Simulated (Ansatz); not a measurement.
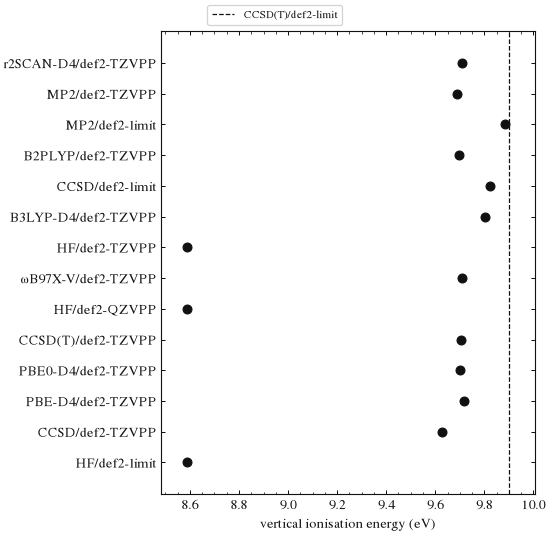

Vertical ionisation energy of BAsH₄, SMILES B[AsH2], taken as the energy of the cation less that of the neutral at fixed geometry (unrestricted doublet cation, cores frozen in correlated methods, no spin-orbit coupling), the Ansatz code 0.2.0, at a PBE0-D4/def2-TZVP geometry (a minimum by its frequencies). Limit means an estimate of the basis limit from triple and quadruple zeta; for coupled cluster it is either extrapolated directly or built as the MP2 limit plus the step from MP2 in triple zeta. B2PLYP/def2-TZVPP holds a correlation term that converges slowly with the basis, so part of the distance to the limit is basis error. The distance of MP2/def2-TZVPP, CCSD(T)/def2-TZVPP and CCSD/def2-TZVPP to the limit includes basis error.

**Which level comes closest to the line (CCSD(T)/def2-limit), and which misses most?**

Closest MP2/def2-limit (9.88 eV), against 9.90 eV; farthest HF/def2-limit (8.59 eV).

**Give the values.**

```
               level    eV  less CCSD(T)/def2-limit
r2SCAN-D4/def2-TZVPP  9.71                    −0.19
      MP2/def2-TZVPP  9.69                    −0.21
      MP2/def2-limit  9.88                    −0.02
   B2PLYP/def2-TZVPP  9.70                    −0.20
     CCSD/def2-limit  9.82                    −0.08
 B3LYP-D4/def2-TZVPP  9.80                    −0.10
       HF/def2-TZVPP  8.59                    −1.31
  ωB97X-V/def2-TZVPP  9.71                    −0.19
       HF/def2-QZVPP  8.59                    −1.31
  CCSD(T)/def2-TZVPP  9.70                    −0.20
  PBE0-D4/def2-TZVPP  9.70                    −0.20
   PBE-D4/def2-TZVPP  9.72                    −0.18
     CCSD/def2-TZVPP  9.63                    −0.27
       HF/def2-limit  8.59                    −1.31
  CCSD(T)/def2-limit  9.90                     0.00
```

Caveats, for all or some of the runs: no scalar relativity up to krypton; outer-core shells are correlated without core-valence functions, which makes the correlated values less sure.
